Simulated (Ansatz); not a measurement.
**FH₄InO₂ (built from SMILES F.[OH][InH][OH]): search for a transition state**

Is there a first-order saddle for this four-centre ligand exchange, which should form In1–F6, H2–H5 and break In1–H2, H5–F6, and which two structures does it connect?

Program: Ansatz 0.2.0, Gaussian basis. Level of theory: PBE0-D4, def2-SVP first, then def2-TZVP. These are calculated values, not measurements.

143 further runs of the same task are left out: 143 set aside as unsound or not needed.

**1. The system as given**

The guess: 8 atoms, charge 0, spin multiplicity 1.

Atoms are counted from 1 here; the program's logs count them from 0.

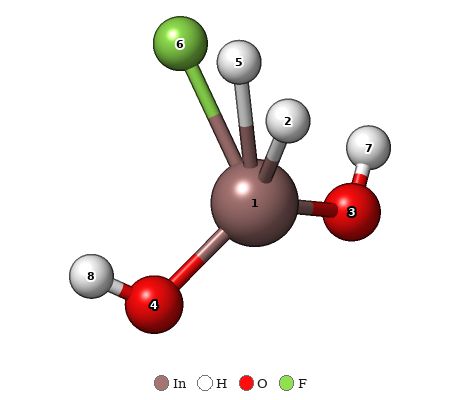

As it starts; indium brown, hydrogen white, oxygen red, fluorine green; atoms are numbered from 1 in the order of the file.

Geometry (Å):

```xyz
8

In   -0.2198   -0.2912   -0.2802
H     1.4760   -0.7485    0.3536
O    -0.3239    0.4033   -2.0824
O    -1.7294   -1.1033    0.6143
H     1.5073    0.1957    0.9119
F     0.8121    1.2556    1.1478
H     0.2351    1.1703   -2.2106
H    -1.7574   -0.8819    1.5456
```

Distances that are to change: In1–F6 2.34 Å, H2–H5 1.10 Å, In1–H2 1.87 Å, H5–F6 1.29 Å.

**2. Relaxing the guess with the reacting distances held**

Input file hold/in.yaml:

```yaml
crystal:
  periodic: [false, false, false]
  atoms:
    - {symbol: In, position_ang: [-0.219800, -0.291200, -0.280200]}
    - {symbol: H, position_ang: [1.476000, -0.748500, 0.353600]}
    - {symbol: O, position_ang: [-0.323900, 0.403300, -2.082400]}
    - {symbol: O, position_ang: [-1.729400, -1.103300, 0.614300]}
    - {symbol: H, position_ang: [1.507300, 0.195700, 0.911900]}
    - {symbol: F, position_ang: [0.812100, 1.255600, 1.147800]}
    - {symbol: H, position_ang: [0.235100, 1.170300, -2.210600]}
    - {symbol: H, position_ang: [-1.757400, -0.881900, 1.545600]}
basis:
  gaussian: {orbitals: def2-SVP}
hamiltonian: {xc: pbe0, dispersion: d4}
relax: {f_tol: 0.04, max_steps: 150, escape_saddle: false, constraints: [{distance: [0, 5]}, {distance: [1, 4]}, {distance: [0, 1]}, {distance: [4, 5]}]}
```

Launch:

```sh
> ansatz run in.yaml --threads 4 --pin off --events-out ev --progress --plain --max-ram 9574MiB
```

The runs that follow: Force constants to start from; Saddle search in the small basis; Saddle search in triple zeta; Vibrations at the point found; Relaxing after a step of 0.30 Å one way along the mode; Relaxing after a step of 0.30 Å the other way along the mode.

Q: Predict the outcome of this session. Wanted: imaginary mode; barrier from the start side; barrier from the end side; energy of the step; pairs that change; zero-point energy at the saddle.

**Answer**, as computed:

| quantity | value |
| --- | --- |
| imaginary mode | 1018i cm⁻¹ |
| barrier from the start side | 60.5 kJ/mol |
| barrier from the end side | 79.1 kJ/mol |
| energy of the step | -18.6 kJ/mol |
| pairs that change | In1–F6 formed, H2–H5 formed, In1–H2 broken, H5–F6 broken |
| zero-point energy at the saddle | 1.112 eV |

What this shows: The point has a single imaginary mode (1018i cm⁻¹), as a transition state must. The two relaxations end on the structures that were planned. At PBE0-D4/def2-TZVP the electronic barrier is 60.5 kJ/mol, about 24 kT at 298 K, and the step runs 18.6 kJ/mol downhill. The barrier is thin enough for tunnelling; the leading (Wigner) term alone is a factor of 2.0 at 298 K. A step off the saddle overshot and began above it in energy, so the link to its end is likely but not proven.
